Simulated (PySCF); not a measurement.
# One shape, several levels: AlHO2 (SMILES [O]=[Al][OH])

Wanted: a comparison of 6 runs (B2PLYP/STO-3G, UPBE0/STO-3G, wB97X-V/STO-3G, CCSDTQ/STO-3G, NEVPT2(2,2)/STO-3G, UCCSD(T)/STO-3G) of AlHO2. Input form: a Python script.

The results are computed with PySCF 2.14.0.

1 further run of the same task is left out (set aside as unsound or not needed).

## (1) The molecule

AlHO2: 4 atoms, total charge 0, spin state singlet. SMILES: `[O]=[Al][OH]`. One bond was lengthened or shortened from a relaxed shape.

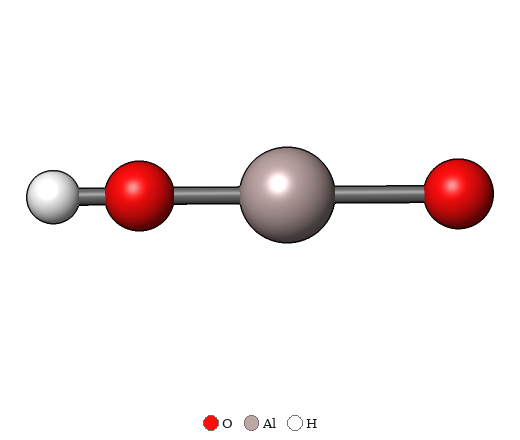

Viewed from a chosen angle; oxygen red, aluminium light grey, hydrogen white.

## (2) A single-point energy at B2PLYP/STO-3G (run 1)

input.py

```python
from pyscf import gto, dft, mp

system = gto.M(
    atom='''
O     -3.462305    -3.026317    -1.404380
Al    -0.895768    -0.784369    -0.361561
O      1.320446     1.150919     0.538761
H      2.609901     2.286134     1.053390
''',
    unit='bohr',
    basis='sto-3g',
    max_memory=1860,
    charge=0,
    verbose=3,
    spin=0,
)

myscf = dft.RKS(system)
myscf.xc = '0.53*HF + 0.47*B88, 0.73*LYP'
myscf.conv_tol = 1e-10
myscf.grids.level = 5
myscf.kernel()
if not myscf.converged:
    myscf = myscf.newton().run(myscf.mo_coeff, myscf.mo_occ)

pt = mp.MP2(myscf, frozen=7).run()
etot = myscf.e_tot + 0.27 * pt.e_corr
print('PT2 part  %.8f' % (0.27 * pt.e_corr))
print('Final energy', etot)
```

Run with:

```
$ OMP_NUM_THREADS=1 python input.py
```

The program printed:

```text
converged SCF energy = -387.961884705658
E(RMP2) = -388.150286962604  E_corr = -0.188402256945852
E(SCS-RMP2) = -388.148727784953  E_corr = -0.186843079294777
PT2 part  -0.05086861
Final energy -388.0127533150336
```

Wall time 3.3 s (1 thread of Intel Xeon Platinum 8375C at 2.90GHz (Ice Lake), shared host); peak memory 0.2 GiB.

## (3) A single-point energy at UPBE0/STO-3G (run 2)

start.xyz

```xyz
4

O     -1.832173    -1.601458    -0.743166
Al    -0.474020    -0.415070    -0.191330
O      0.698750     0.609040     0.285100
H      1.381100     1.209770     0.557430
```

input.py

```python
from pyscf import gto, dft

molecule = gto.Mole()
molecule.atom = 'start.xyz'
molecule.spin = 0
molecule.charge = 0
molecule.basis = 'sto-3g'
molecule.max_memory = 1860
molecule.verbose = 3
molecule.build()

mf = dft.UKS(molecule)
mf.xc = 'pbe0'
mf.grids.level = 5
mf.conv_tol = 1e-10
mf.kernel()
if not mf.converged:
    mf = mf.newton().run(mf.mo_coeff, mf.mo_occ)
for _ in range(3):
    mo, _, stable, _ = mf.stability(return_status=True)
    if stable:
        break
    mf.kernel(mf.make_rdm1(mo, mf.mo_occ))

energy = mf.e_tot
print('E = %.10f Eh' % energy)
```

Run with:

```
$ OMP_NUM_THREADS=1 python input.py
```

The program printed:

```text
converged SCF energy = -388.080632336983  <S^2> = 4.7492659e-09  2S+1 = 1
<class 'pyscf.dft.uks.UKS'> wavefunction has an internal instability
converged SCF energy = -388.08065816253  <S^2> = 0.040288024  2S+1 = 1.0775677
<class 'pyscf.dft.uks.UKS'> wavefunction is stable in the internal stability analysis
E = -388.0806581625 Eh
```

Run time: 24 s. Hardware: 1 thread of Intel Xeon Platinum 8375C at 2.90GHz (Ice Lake), shared host; peak memory 0.39 GiB.

Runs 3 to 5 aren't shown in full; the table further down has their settings and results.

## (4) A single-point energy at UCCSD(T)/STO-3G (run 6)

run.py

```python
from pyscf import gto, scf, cc

molecule = gto.M(
    atom='O -1.832173 -1.601458 -0.743166; Al -0.474020 -0.415070 -0.191330; O 0.698750 0.609040 0.285100; H 1.381100 1.209770 0.557430',
    basis='sto-3g',
    verbose=3,
    spin=0,
    max_memory=1860,
)

mf = scf.UHF(molecule)
mf.conv_tol = 1e-10
mf.kernel()
if not mf.converged:
    mf = mf.newton().run(mf.mo_coeff, mf.mo_occ)
for _ in range(3):
    mo, _, stable, _ = mf.stability(return_status=True)
    if stable:
        break
    mf.kernel(mf.make_rdm1(mo, mf.mo_occ))

mycc = cc.CCSD(mf, frozen=7)
mycc.kernel()
e_t = mycc.ccsd_t()
e_tot = mycc.e_tot + e_t
print(f'total energy: {e_tot:.8f} hartree')
```

Run with:

```
$ OMP_NUM_THREADS=1 python run.py
```

The program printed:

```text
converged SCF energy = -387.153601668953  <S^2> = 1.263718e-10  2S+1 = 1
<class 'pyscf.scf.uhf.UHF'> wavefunction has an internal instability
converged SCF energy = -387.160312131885  <S^2> = 0.52744497  2S+1 = 1.7634568
<class 'pyscf.scf.uhf.UHF'> wavefunction is stable in the internal stability analysis
E(UCCSD) = -387.2911748957958  E_corr = -0.1308627639109349
UCCSD(T) correction = -0.00940068999924622
total energy: -387.30057559 hartree
```

Run time: 1.1 s. Hardware: 1 thread of Intel Xeon Platinum 8375C at 2.90GHz (Ice Lake), shared host; peak memory 0.12 GiB.

## (5) All runs side by side

| run | level | frozen core orbitals | follow instability | energy (Eh) | dipole moment (D) of the reference | HOMO energy (eV) | LUMO energy (eV) | wall time |
| --- | --- | --- | --- | --- | --- | --- | --- | --- |
| 1 | B2PLYP/STO-3G | 7 | – | -388.012753 | 3.86 | -2.48 | 5.76 | 3.3 s |
| 2 | UPBE0/STO-3G | – | yes | -388.080658 | 3.84 | -0.77 | 3.84 | 24 s |
| 3 | wB97X-V/STO-3G | – | – | -388.244315 | 3.95 | -3.01 | 6.34 | 21 s |
| 4 | CCSDTQ/STO-3G | 7 | – | -387.304204 | 3.65 | -5.99 | 9.20 | 49 s |
| 5 | NEVPT2(2,2)/STO-3G | – | – | -387.269063 | 3.65 | -5.99 | 9.20 | 0.91 s |
| 6 | UCCSD(T)/STO-3G | 7 | yes | -387.300576 | 2.71 | -4.70 | 9.53 | 1.1 s |

## (6) What came out

| quantity | value |
| --- | --- |
| run 6: total energy | -387.30058 Eh |
| run 6: dipole moment (Hartree–Fock density) | 2.71 D |
| run 6: HOMO energy (Hartree–Fock orbitals) | -4.70 eV |
| run 6: LUMO energy (Hartree–Fock orbitals) | 9.53 eV |
| run 6: HOMO–LUMO gap (Hartree–Fock orbitals) | 14.23 eV |
| run 6: correlation energy (7 core orbitals frozen) | -140.3 mEh |
| run 6: (T) correction | -9.40 mEh |
| run 6: ⟨S²⟩ of the reference determinant | 0.527 |
| run 6: T1 diagnostic | 0.098 |

What this shows: Over runs 1, 2, 3 the dipole moment (its size) runs from 3.84 D (UPBE0/STO-3G) to 3.95 D (wB97X-V/STO-3G). Over runs 1, 2, 3 the HOMO–LUMO gap runs from 4.61 eV (UPBE0/STO-3G) to 9.35 eV (wB97X-V/STO-3G). Totals of different functionals can't be ranked against each other. In runs 1, 2, 3, 4, 5, 6 the basis is minimal, so the values are rough. Spin contamination of the reference: run 6 ⟨S²⟩ = 0.53. All runs together took 99 s, the longest 49 s.
